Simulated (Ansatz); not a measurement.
## Electronic structure of Al4 (triplet) in real space

Input file:

```
crystal:
  periodic: [false, false, false]
  atoms:
    - {symbol: Al, position_ang: [0.837462, 1.103601, 0.270295]}
    - {symbol: Al, position_ang: [-1.697438, 1.180022, 0.441000]}
    - {symbol: Al, position_ang: [-0.837421, -1.103817, -0.269551]}
    - {symbol: Al, position_ang: [1.697396, -1.179806, -0.441743]}
basis:
  gaussian: {orbitals: def2-TZVP, initial_orbitals: start.molden}
magnetization: {spin_polarized: true, initial_magnetization: 2}
hamiltonian: {xc: pbe0, dispersion: d4}
scf: {omitted_lower_state_checks: [starts]}
output: {orbitals: {seedname: orbitals}}
```

Run with:

```sh
ansatz run in.yaml --threads 4 --pin off --events-out ev --progress --plain --max-ram 3916MiB
```

Geometry: r2SCAN-D4/def2-TZVP.

These are results of Ansatz, UKS PBE0-D4/def2-TZVP, not measurements.

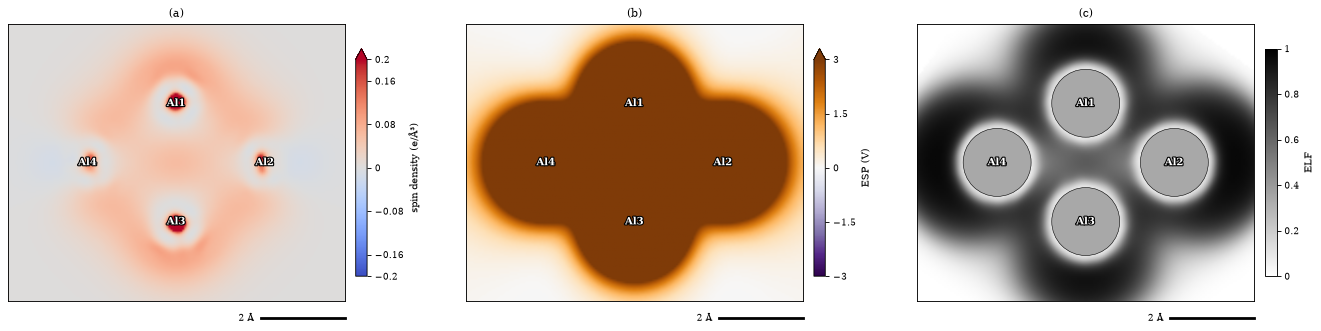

Figure 1. (a) spin density (α minus β); (b) electrostatic potential; (c) ELF on the molecular plane. Grey discs cover the atomic cores in the ELF map.

Describe what can be read from this map.

Answer.
- The section cuts through Al sites.
- Al–Al (2.54 Å): the ELF peaks at about 0.70 between the atoms.
- The ELF also peaks beside Al3, Al4, Al2 and Al1, away from the bonds: non-bonding electrons, paired or unpaired.
- The unpaired spin (2 electrons) lies mostly on Al1 (about 0.7), Al3 (about 0.7), Al2 (about 0.3) and Al4 (about 0.3), in electrons by Hirshfeld's partition.
- The potential has no marked negative region in this plane.

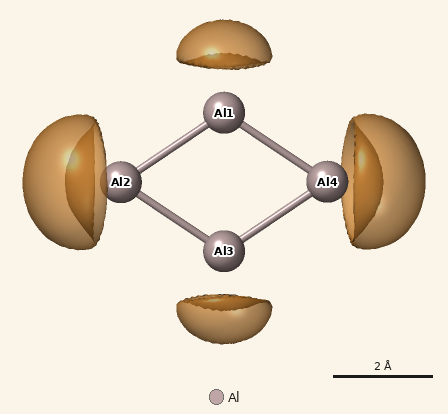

Figure 2. Isosurface of the ELF at 0.85 (orange), seen across its widest extent. Only the valence region is drawn (cores and ρ < 0.01 e/Å³ removed).

Describe the localisation domains.

Answer. The ELF exceeds this value in four lobes on Al, pointing away from the bonds (non-bonding electrons).

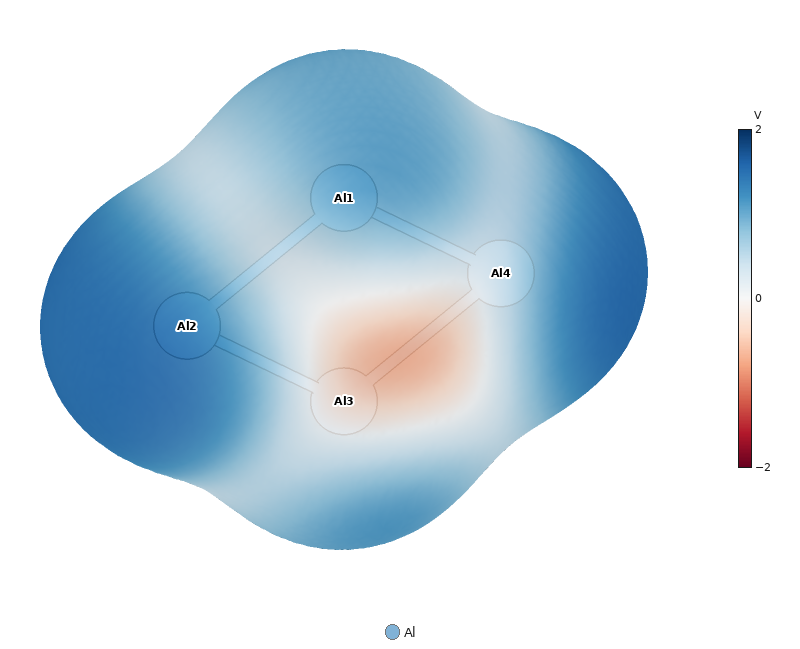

Figure 3. The electrostatic potential painted on the density surface at 0.004 e/bohr³, seen at a tilt; red is negative and blue positive.

Describe the electrostatic potential map.

Answer. The most negative region (about −0.7 V) lies over Al1 and Al3, the most positive (about +1.6 V) over Al2 and Al4.

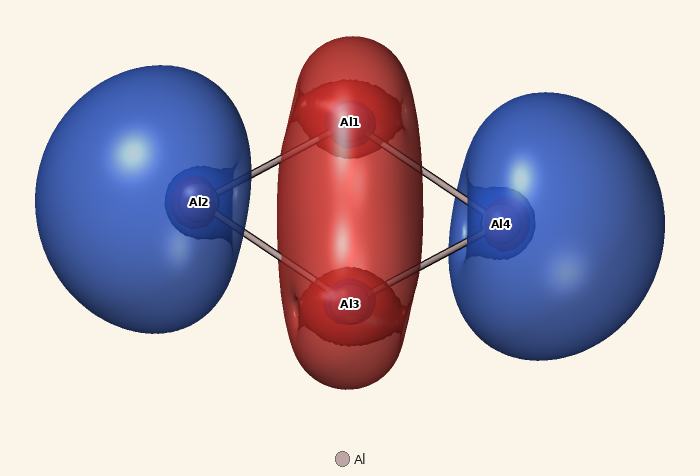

Figure 4. The HOMO−1 (β) at ±0.06 Å⁻³ᐟ² (red and blue are the two phases), seen at a tilt.

What is the character of this orbital?

Answer. By Hirshfeld shares it lies mainly on Al2 (about 40 %), Al4 (about 40 %), Al1 (about 10 %) and Al3 (about 10 %); it is symmetric in the molecular plane (an in-plane orbital: σ, lone-pair or in-plane π type); it is gerade (even under inversion). Its energy is −6.29 eV.
